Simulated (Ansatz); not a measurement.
**Molecular dynamics, with input and output: CH4O3W (part 1 of 2)**

- system: CH4O3W, SMILES [CH3][W](=[O])(=[O])[OH]
- method: UKS PBE/def2-SVP (Ansatz 0.2.0)

The geometry comes from this level: PBE0-D4/def2-TZVP. Figures and captions count atoms from 1; the log counts them from 0 in places.

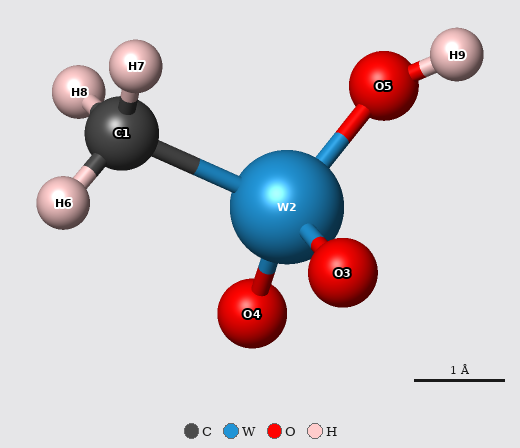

The structure as given in the input (ball-and-stick view, seen at a tilt; atoms are numbered from 1 in the order of the input). Sticks mark near contacts. Bond lengths as drawn: C–H 1.09 Å, C–W 2.11 Å, H–O 0.96 Å and O–W 1.70 to 1.88 Å.

Key numbers

| quantity | value |
| --- | --- |
| outcome | finished |
| mean temperature over the second half | 544 K |
| trajectory | 20 steps, 10 fs |
| ensemble | nvt_langevin |
| temperature in the input | 700 K |
| time step | 0.5 fs |
| potential energy (last step) | −9061.1303 eV |
| SCF solution under orbital rotations (last step) | stable |
| largest force (length of the vector) (last step) | 1.937 eV/Å |
| dipole moment (last step) | 3.84 D |
| hardware | 4 threads of Arm Neoverse V2, 23 GiB of memory available, shared host |
| wall time | 35 s (CPU time 2.2 min) |
| peak memory | 0.47 GiB |

Notes

So short a trajectory is not equilibrated. The logged temperature at the start can lie below the typed one, since it is counted over all degrees of freedom.

Input file
```yaml
crystal:
  periodic: [false, false, false]
  atoms:
    - {symbol: C, position_ang: [-0.922942, -0.840548, -0.546751]}
    - {symbol: W, position_ang: [0.777159, 0.208584, 0.130434]}
    - {symbol: O, position_ang: [1.437722, -0.755624, 1.369261]}
    - {symbol: O, position_ang: [1.839131, 0.243480, -1.202237]}
    - {symbol: O, position_ang: [0.261173, 1.929508, 0.684063]}
    - {symbol: H, position_ang: [-0.640282, -1.834903, -0.899320]}
    - {symbol: H, position_ang: [-1.644507, -0.949985, 0.267675]}
    - {symbol: H, position_ang: [-1.386099, -0.295410, -1.374063]}
    - {symbol: H, position_ang: [0.278645, 2.294908, 1.570938]}
basis:
  gaussian: {orbitals: def2-SVP}
magnetization: {spin_polarized: true, initial_magnetization: 0}
hamiltonian: {xc: {name: PBE}}
md: {timestep: 0.5 fs, n_steps: 20, ensemble: nvt_langevin, temperature: 700, initial_velocities: maxwell_boltzmann, friction: 0.01, seed: 681}
```

Command:
```bash
ansatz run in.yaml --threads 4 --pin off --events-out ev --progress --plain --max-ram 10444MiB
```

Log
```
Functional definition: PBE
  name "PBE"
  cite "Perdew, Burke & Ernzerhof, Phys. Rev. Lett. 77, 3865 (1996) doi:10.1103/PhysRevLett.77.3865"
  parent pbe
  parameter kappa = 0.804
  parameter beta = 0.06672455060314922
  exchange = pbe_x(kappa = kappa, mu = beta*pi^2/3)
  correlation = pbe_c(beta = beta)
1126 factors; their error is unknown
mean field evaluation 1: about -9036.1301 eV, gradient 8.1e1 eV
mean field evaluation 2: about -8752.5851 eV, gradient 2.3e2 eV
mean field evaluation 4: about -9059.0322 eV, gradient 2.4e1 eV
mean field evaluation 8: about -9061.3622 eV, gradient 2.2e0 eV
mean field evaluation 16: about -9061.3357 eV, gradient 1.9e-3 eV
mean field -9061.33573320 eV, -332.9979462013 hartree, gradient 4.4e-5 eV, S^2 0.000000; 0 other end points of the search recorded, 0 dependent functions left out
the calculation of the forces begins
reference -9061.33580007 eV, -332.9979486584 hartree; 24, 24 occupied and 84, 84 virtual orbitals, 1126 factors
md step     0: t =     0.00 fs  T =   622.2 K  F+E_penalty+E_count = -9061.33573320 eV  E_kin = 0.723856 eV  (35 SCF iters)
these checks for a lower state are left out or cut short: starts, cluster_reference, orbital_swaps, neighbouring_geometries, increment
1126 factors; their error is unknown
mean field -9061.28717411 eV, -332.9961616874 hartree, gradient 1.7e-5 eV, S^2 0.000000; 0 other end points of the search recorded, 0 dependent functions left out
[... from here on the field's lines of each further geometry are left out, up to the last ...]
md step     1: t =     0.50 fs  T =   597.8 K  F+E_penalty+E_count = -9061.28717411 eV  E_kin = 0.695479 eV  (35 SCF iters)
md step     2: t =     1.00 fs  T =   513.5 K  F+E_penalty+E_count = -9061.20369382 eV  E_kin = 0.597341 eV  (36 SCF iters)
md step     3: t =     1.50 fs  T =   460.6 K  F+E_penalty+E_count = -9061.11390285 eV  E_kin = 0.535867 eV  (35 SCF iters)
md step     4: t =     2.00 fs  T =   403.1 K  F+E_penalty+E_count = -9061.05151852 eV  E_kin = 0.468939 eV  (35 SCF iters)
md step     5: t =     2.50 fs  T =   428.4 K  F+E_penalty+E_count = -9061.04155654 eV  E_kin = 0.498349 eV  (36 SCF iters)
md step     6: t =     3.00 fs  T =   483.2 K  F+E_penalty+E_count = -9061.08723165 eV  E_kin = 0.562125 eV  (35 SCF iters)
md step     7: t =     3.50 fs  T =   576.7 K  F+E_penalty+E_count = -9061.17014397 eV  E_kin = 0.670872 eV  (35 SCF iters)
md step     8: t =     4.00 fs  T =   683.7 K  F+E_penalty+E_count = -9061.25180445 eV  E_kin = 0.795370 eV  (35 SCF iters)
md step     9: t =     4.50 fs  T =   735.7 K  F+E_penalty+E_count = -9061.29515019 eV  E_kin = 0.855861 eV  (35 SCF iters)
md step    10: t =     5.00 fs  T =   708.4 K  F+E_penalty+E_count = -9061.28783566 eV  E_kin = 0.824118 eV  (36 SCF iters)
md step    11: t =     5.50 fs  T =   690.3 K  F+E_penalty+E_count = -9061.24025440 eV  E_kin = 0.803087 eV  (36 SCF iters)
md step    12: t =     6.00 fs  T =   628.5 K  F+E_penalty+E_count = -9061.16611722 eV  E_kin = 0.731165 eV  (36 SCF iters)
md step    13: t =     6.50 fs  T =   579.5 K  F+E_penalty+E_count = -9061.08060600 eV  E_kin = 0.674164 eV  (36 SCF iters)
md step    14: t =     7.00 fs  T =   497.2 K  F+E_penalty+E_count = -9061.00146216 eV  E_kin = 0.578407 eV  (36 SCF iters)
md step    15: t =     7.50 fs  T =   475.2 K  F+E_penalty+E_count = -9060.94306229 eV  E_kin = 0.552856 eV  (37 SCF iters)
md step    16: t =     8.00 fs  T =   424.0 K  F+E_penalty+E_count = -9060.91383879 eV  E_kin = 0.493307 eV  (37 SCF iters)
md step    17: t =     8.50 fs  T =   405.0 K  F+E_penalty+E_count = -9060.92085255 eV  E_kin = 0.471196 eV  (36 SCF iters)
md step    18: t =     9.00 fs  T =   458.3 K  F+E_penalty+E_count = -9060.96848530 eV  E_kin = 0.533129 eV  (36 SCF iters)
md step    19: t =     9.50 fs  T =   537.1 K  F+E_penalty+E_count = -9061.04624472 eV  E_kin = 0.624799 eV  (36 SCF iters)
the calculation of the forces begins
reference -9061.13031865 eV, -332.9903973556 hartree; 24, 24 occupied and 84, 84 virtual orbitals, 1126 factors
1126 factors; their error is unknown
mean field evaluation 192: about -9058.3784 eV, gradient 2.6e1 eV
mean field -9061.13025305 eV, -332.9903949449 hartree, gradient 2.3e-5 eV, S^2 0.000000; 1 other end points of the search recorded, 0 dependent functions left out
the calculation of the forces begins
reference -9061.13031865 eV, -332.9903973556 hartree; 24, 24 occupied and 84, 84 virtual orbitals, 1126 factors
md step    20: t =    10.00 fs  T =   581.8 K  F+E_penalty+E_count = -9061.13025305 eV  E_kin = 0.676826 eV  (36 SCF iters)
```

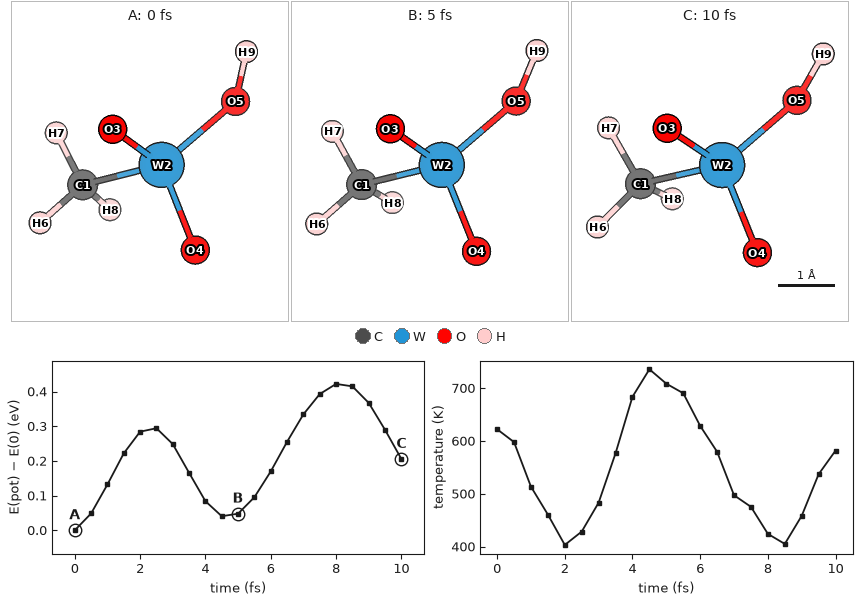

Frames of the molecular dynamics (ball-and-stick, seen at a tilt) above the curves, on which the letters mark them. The trajectory kept here has 21 frames over 10 fs. The temperature starts at 622 K, ranges from 403 to 736 K and averages 544 K over the second half. The potential energy ends 0.205 eV above its first value. After an unweighted best fit of the last frame on the first, the root-mean-square displacement is 0.17 Å, and H9 has moved furthest (0.32 Å).

```
Total energy: -9061.13031865 eV, -332.9903973556 hartree
Atom 0 at    -0.920062    -0.864411    -0.554708 Å, force    -1.782206     0.722209     0.230713 eV/Å
Atom 1 at     0.787308     0.208674     0.132891 Å, force    -0.675367     1.200656    -0.468677 eV/Å
Atom 2 at     1.297769    -0.834416     1.402316 Å, force     0.566083    -0.121196     0.002874 eV/Å
Atom 3 at     1.893361     0.245800    -1.220647 Å, force    -0.405591    -0.328050     0.926141 eV/Å
Atom 4 at     0.221916     1.975253     0.658691 Å, force     0.191619    -1.256396    -0.818880 eV/Å
Atom 5 at    -0.764655    -1.851263    -1.054133 Å, force     0.187599     0.309620     0.106850 eV/Å
Atom 6 at    -1.638513    -1.059149     0.358815 Å, force     1.089627     0.364717    -1.290991 eV/Å
Atom 7 at    -1.486078    -0.160486    -1.300185 Å, force     0.724409    -0.985257     0.919512 eV/Å
Atom 8 at     0.108708     2.650051     1.336069 Å, force     0.103829     0.093696     0.392458 eV/Å
Dipole moment:    -0.634857     0.417223     0.248033 e Å
```

Trajectory as extended XYZ (Å, eV, eV/Å), 21 frames, from step=0 to step=20
```
9
Properties=species:S:1:pos:R:3:forces:R:3 step=0 time_fs=0.0 energy=-9061.33573 temperature=622.2
C    -0.9229   -0.8405   -0.5468    0.3457   0.1819   0.1115
W     0.7772    0.2086    0.1304   -1.1293   0.3238  -0.0472
O     1.4377   -0.7556    1.3693    0.5801  -0.8129   0.9364
O     1.8391    0.2435   -1.2022    0.8706  -0.0343  -1.0253
O     0.2612    1.9295    0.6841   -0.1953   0.3236  -0.4808
H    -0.6403   -1.8349   -0.8993    0.1244  -0.5306  -0.1920
H    -1.6445   -0.9500    0.2677   -0.3704  -0.0630   0.4170
H    -1.3861   -0.2954   -1.3741   -0.2403   0.2713  -0.4259
H     0.2786    2.2949    1.5709    0.0145   0.3402   0.7063
9
Properties=species:S:1:pos:R:3:forces:R:3 step=1 time_fs=0.5 energy=-9061.28717 temperature=597.8
C    -0.9240   -0.8416   -0.5475    1.3278  -0.1023  -0.0773
W     0.7779    0.2085    0.1307   -1.1801   0.4469  -0.1882
O     1.4306   -0.7574    1.3691    0.6499  -0.8847   1.0181
O     1.8409    0.2448   -1.2033    0.8248  -0.0529  -0.9379
O     0.2588    1.9307    0.6824   -0.1834   0.3828  -0.2297
H    -0.6511   -1.8367   -0.9063    0.1594  -0.4980  -0.2090
H    -1.6263   -0.9520    0.2453   -1.0607  -0.1731   1.2624
H    -1.3821   -0.2971   -1.3490   -0.5536   0.6730  -1.0599
H     0.2718    2.3168    1.5666    0.0160   0.2083   0.4216
9
Properties=species:S:1:pos:R:3:forces:R:3 step=2 time_fs=1.0 energy=-9061.20369 temperature=513.5
C    -0.9247   -0.8427   -0.5480    2.2833  -0.3598  -0.3615
W     0.7785    0.2084    0.1310   -1.2233   0.5758  -0.3176
O     1.4235   -0.7589    1.3695    0.7128  -0.9488   1.0866
O     1.8426    0.2460   -1.2047    0.7763  -0.0718  -0.8451
O     0.2563    1.9321    0.6809   -0.1716   0.4787   0.0831
H    -0.6620   -1.8390   -0.9130    0.1863  -0.4482  -0.2235
H    -1.6099   -0.9540    0.2263   -1.7544  -0.2929   2.1179
H    -1.3811   -0.2969   -1.3267   -0.8300   1.0370  -1.6100
H     0.2644    2.3400    1.5634    0.0205   0.0299   0.0702
9
Properties=species:S:1:pos:R:3:forces:R:3 step=3 time_fs=1.5 energy=-9061.11390 temperature=460.6
C    -0.9252   -0.8438   -0.5487    3.0633  -0.5739  -0.6453
W     0.7792    0.2084    0.1313   -1.2717   0.7023  -0.4274
O     1.4163   -0.7607    1.3701    0.7704  -1.0051   1.1448
O     1.8440    0.2470   -1.2061    0.7343  -0.0908  -0.7594
O     0.2539    1.9339    0.6794   -0.1619   0.5754   0.3709
H    -0.6716   -1.8418   -0.9203    0.1986  -0.3762  -0.2261
H    -1.5976   -0.9561    0.2124   -2.3180  -0.4005   2.8215
H    -1.3811   -0.2943   -1.3086   -1.0441   1.3232  -2.0214
H     0.2570    2.3635    1.5598    0.0291  -0.1546  -0.2577
9
Properties=species:S:1:pos:R:3:forces:R:3 step=4 time_fs=2.0 energy=-9061.05152 temperature=403.1
C    -0.9252   -0.8450   -0.5495    3.5036  -0.7452  -0.7783
W     0.7799    0.2084    0.1315   -1.3038   0.8090  -0.5192
O     1.4091   -0.7629    1.3709    0.8165  -1.0445   1.1833
O     1.8456    0.2478   -1.2075    0.6895  -0.1093  -0.6715
O     0.2519    1.9357    0.6777   -0.1566   0.6746   0.6280
H    -0.6810   -1.8450   -0.9275    0.2052  -0.2954  -0.2240
H    -1.5908   -0.9594    0.2052   -2.6114  -0.4637   3.2104
H    -1.3823   -0.2894   -1.2943   -1.1845   1.5123  -2.2762
H     0.2494    2.3869    1.5554    0.0415  -0.3377  -0.5525
9
Properties=species:S:1:pos:R:3:forces:R:3 step=5 time_fs=2.5 energy=-9061.04156 temperature=428.4
C    -0.9245   -0.8461   -0.5502    3.4900  -0.8182  -0.7371
W     0.7806    0.2085    0.1316   -1.3210   0.9031  -0.5851
O     1.4019   -0.7656    1.3720    0.8490  -1.0635   1.1968
O     1.8473    0.2484   -1.2089    0.6430  -0.1270  -0.5819
O     0.2499    1.9379    0.6760   -0.1517   0.7491   0.8234
H    -0.6910   -1.8486   -0.9329    0.2145  -0.2257  -0.2289
H    -1.5896   -0.9640    0.2053   -2.5729  -0.4625   3.2122
H    -1.3862   -0.2823   -1.2847   -1.2075   1.5466  -2.3130
H     0.2419    2.4098    1.5496    0.0567  -0.5020  -0.7864
```
